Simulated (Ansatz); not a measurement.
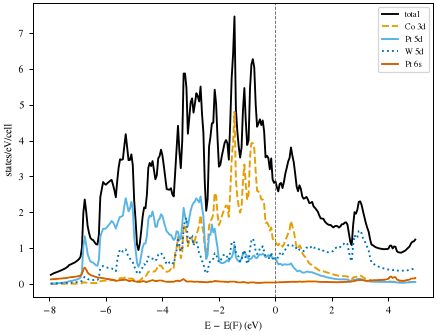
Fig. 1. Total and projected density of states of CoPtW in space group P3m1 (No. 156; Co on 1a, Pt on 1b, W on 1c), plane-wave PAW PBE (Ansatz code)

### Question
Which orbitals carry the states next to the Fermi level?

### Answer
Within 0.5 eV of the Fermi level: Co 3d 45 %, W 5d 26 %, Pt 5d 20 %. Projections are on Löwdin-orthogonalised atomic valence shells; empty p or d shells of many metals are not among them.

### Question
Where is the tallest occupied peak in this window, and what makes it?

### Answer
Near -1.4 eV, about 7.5 states/eV per cell; the largest projected share is Co 3d.

The start of the workflow was typed in or built on a structure type; neither database checked (COD, Materials Project) lists it. Whether it is the stable phase at ambient conditions was not checked. The PBE relaxation kept the symmetry of its start; whether a distortion lowers the energy is not shown. Magnetic state: ferromagnetic, the only order run, not a proven ground state. Scalar-relativistic: spin–orbit coupling is off unless named, which matters more the heavier the elements.

Potentials: the earlier of the program's two PAW sets.
